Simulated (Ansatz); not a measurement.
Al2F4H4N2 (SMILES [F][Al-]1([F])[NH2+][Al-]([F])([F])[NH2+]1)

```xyz
12

Al   -2.1252    1.2564   -1.5792
Al   -0.6313    0.8064    0.7053
F    -3.5322    2.1409   -1.4773
F    -1.6045    0.6393   -3.0355
F     0.7761   -0.0778    0.6053
F    -1.1534    1.4245    2.1606
N    -2.0754   -0.1053   -0.2050
N    -0.6802    2.1674   -0.6696
H    -1.8438   -1.0421   -0.5409
H    -2.9352   -0.1924    0.3401
H     0.1795    2.2536   -1.2150
H    -0.9110    3.1045   -0.3341
```

Geometry: PBE0-D4/def2-SVP.

All numbers below come from isolated molecule in a Gaussian basis; Kohn-Sham density functional theory, functional PBE0 in Ansatz 0.2.0.

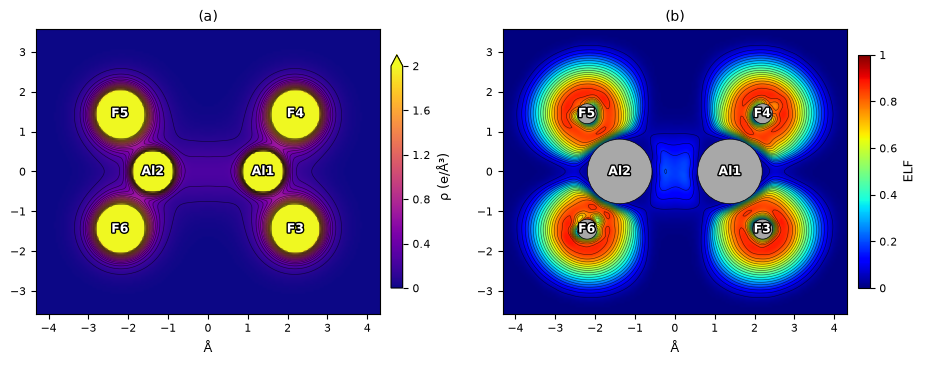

Figure 1. (a) total electron density; (b) ELF on the plane of atoms F3, Al1 and F4. Grey discs cover the atomic cores in the ELF map.

Read the bonding off the picture.

Answer. The section cuts through Al and F sites. Al–F (1.67 Å): ρ is about 0.81 e/Å³ halfway; the ELF peaks at about 0.85 in the valence shell of F, 0.6 Å from its nucleus, and is about 0.30 at the midpoint. The ELF also peaks beside F6, F3, F5 and F4, away from the bonds: lone-pair regions.

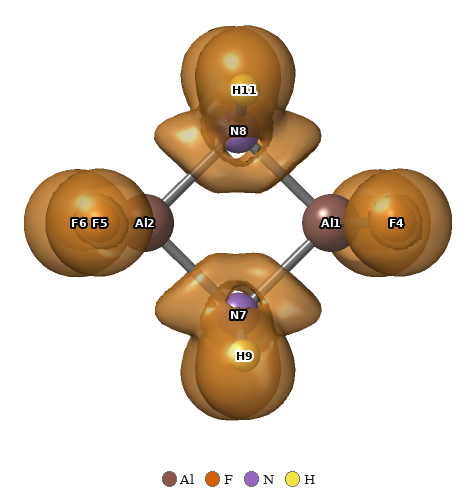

Figure 2. Isosurface of the electron localisation function at 0.75 (orange), seen across its widest extent. Only the valence region is drawn (cores and ρ < 0.01 e/Å³ removed).

Describe the localisation domains.

Answer. The surface consists of four regions wrapped around F (the valence shell of each) and two joined regions spread over several atoms (H, N), in which their bonds and any lone pairs are merged.


 Al–N (1.94 Å): the ELF peaks at about 0.95 in the valence shell of N, 0.7 Å from its nucleus, and is about 0.75 at the midpoint.

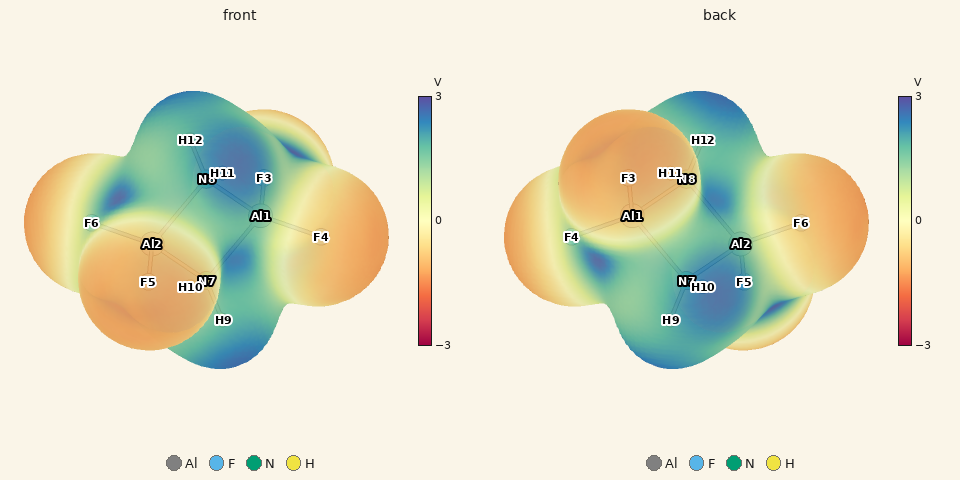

Figure 3. The molecular electrostatic potential painted on the density surface at 0.002 e/bohr³, seen from the front and from behind; the colour scale runs from red (negative) to blue (positive).

Describe the electrostatic potential map.

Answer. The most negative region (about −1.3 V) lies over F3, F4, F5 and F6, the most positive (about +2.6 V) over the Al and H atoms.

How polar is the molecule by this calculation?

Answer. Its dipole moment is zero.
